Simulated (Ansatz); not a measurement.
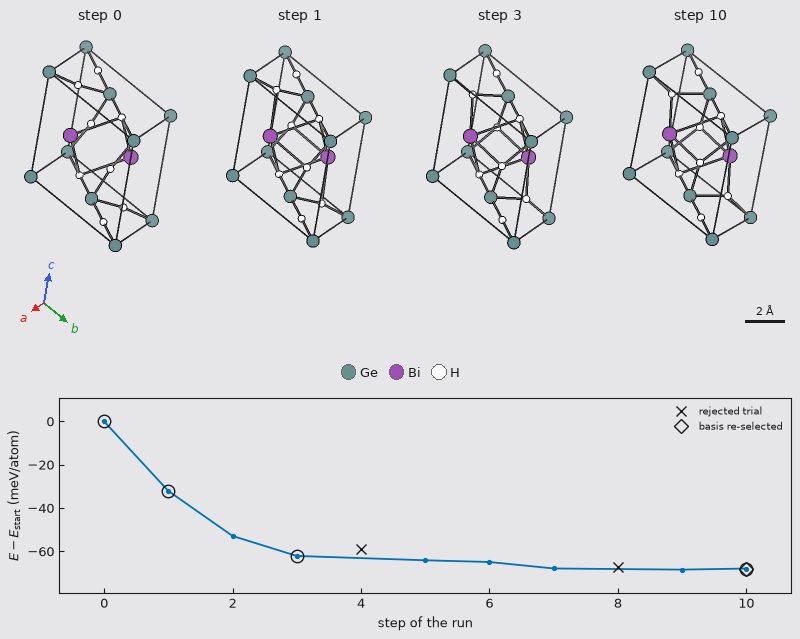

Frames of a relaxation of solid GeBiH3 (a generated structure, set up in I4/mcm) (coarse preliminary run), marked on the history of the run. Style: ball-and-stick. Shown: the cell of the calculation, slightly off an axis.

Method: DFT PBE, scalar-relativistic, plane waves, PAW (Ansatz 0.2.0). Settings: plane-wave cutoff 420 eV; k-point mesh 4 × 4 × 4; occupations gaussian; smearing width 0.1 eV; no spin polarisation; cell and atoms relaxed; force threshold 0.04 eV/Å; at most 70 steps.

Q: Describe the path.

A: Over 7 accepted moves (10 points after the start) the energy falls by 67.9 meV per atom. Largest force component: 0.13 eV/Å at the start, 0.0027 eV/Å at the end. Pressure: −5.54 GPa at the start and −0.01 GPa at the end. The line search rejected the trial steps at points 4, 8 of the run. The SCF was repeated once at an unchanged geometry on a basis and grid sized afresh for the cell, which shifted the energy by 0.5 meV per atom at most. The largest moves relative to the cell, 0.59 Å, are those of H atoms. Ge and Bi stay in place. The volume changes by −6.9 %, with a = b = c 5.771 → 5.579 Å (−3.3 %), α 120.0° → 117.9°, β 120.0° → 117.9°, γ 90.0° → 93.8°. Near-neighbour distances that change, for instance: Bi–H 2.780 → 2.304 Å, Ge–H 2.040 → 1.907 Å, Ge–H 2.046 → 2.168 Å, Bi–H 2.885 → 2.880 Å. The space group stays I4/mcm (No. 140). From step 0 to 1: H atoms move most (0.10 Å), volume −13.9 %, energy −32.1 meV per atom. From step 1 to 3: H atoms move most (0.37 Å), volume +3.8 %, energy −30.0 meV per atom. From step 3 to 10: H atoms move most (0.10 Å), volume +4.2 %, energy −5.8 meV per atom.

```csv
step,"E − E(0), meV/atom","largest force component, eV/Å","pressure, GPa","volume, Å³/atom",note
0,0.00,0.1262,-5.54,13.588,
1,-32.10,0.1830,2.97,11.696,
2,-52.86,0.1203,0.92,12.019,
3,-62.08,0.0564,0.94,12.140,
4,-59.09,0.1505,-0.12,12.522,rejected
5,-64.09,0.0139,-0.33,12.479,
6,-64.88,0.0013,-0.02,12.474,
7,-67.87,0.0180,-0.33,12.627,
8,-67.13,0.0023,0.21,12.733,rejected
9,-68.40,0.0029,0.02,12.648,
10,-67.90,0.0027,-0.01,12.648,"same geometry, new basis"
```

Limits of the set-up: layers or molecules are held without a dispersion correction, so their spacing is unreliable.
